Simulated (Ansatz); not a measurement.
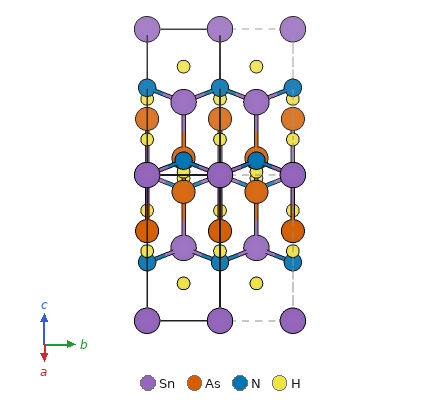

SnAs$_{2}$H$_{4}$N$_{2}$ (C2/m, No. 12): the end point of a relaxation with DFT, PAW plane waves, pbe in Ansatz 0.2.0; the starting structure was generated, so it need not be a known form of this composition.

```cif
data_structure
_symmetry_space_group_name_H-M 'C2/m'
_symmetry_Int_Tables_number 12
_cell_length_a 13.1876
_cell_length_b 3.2048
_cell_length_c 6.4246
_cell_angle_alpha 90.000
_cell_angle_beta 115.390
_cell_angle_gamma 90.000
_cell_volume 245.30
loop_
_atom_site_label
_atom_site_type_symbol
_atom_site_symmetry_multiplicity
_atom_site_Wyckoff_symbol
_atom_site_fract_x
_atom_site_fract_y
_atom_site_fract_z
_atom_site_occupancy
Sn1 Sn 2 a 0.00000 0.00000 0.00000 1
As1 As 4 i 0.91100 0.00000 0.52640 1
N1 N 4 i 0.61986 0.00000 0.02166 1
H1 H 4 i 0.63906 0.00000 0.88273 1
H2 H 4 i 0.69301 0.00000 0.17100 1
```

Question: What will a dark-field STEM-like image along [101] show? The image is simulated as a sum over atoms of Z^1.7, blurred by a 0.50 Å probe (no channelling). The display is stretched by a gamma of 0.65; percentages refer to the linear signal.

Answer: The columns repeat on a centred rectangular net of 3.20 × 6.41 Å (plane group c2mm). The brightest columns hold 1 Sn per repeat; in falling brightness follow 1 As + 1 N (about 55 %). Brightness is counted from the darkest point of the image. The H columns make no clear peak of their own: they are too faint or too near a brighter column. The shortest distance between visible columns is 1.46 Å in projection (between As + N columns). Along the beam the structure repeats every 11.94 Å.

```tsv
column	atoms along the beam per repeat	peak brightness
Sn	1 Sn	100 %
As + N	1 As, 1 N	55 %
H	2 H	<5 %
H	1 H	<5 %
```

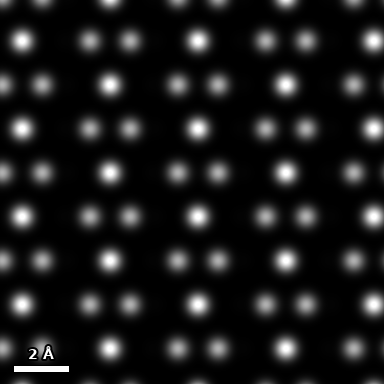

The simulated image.
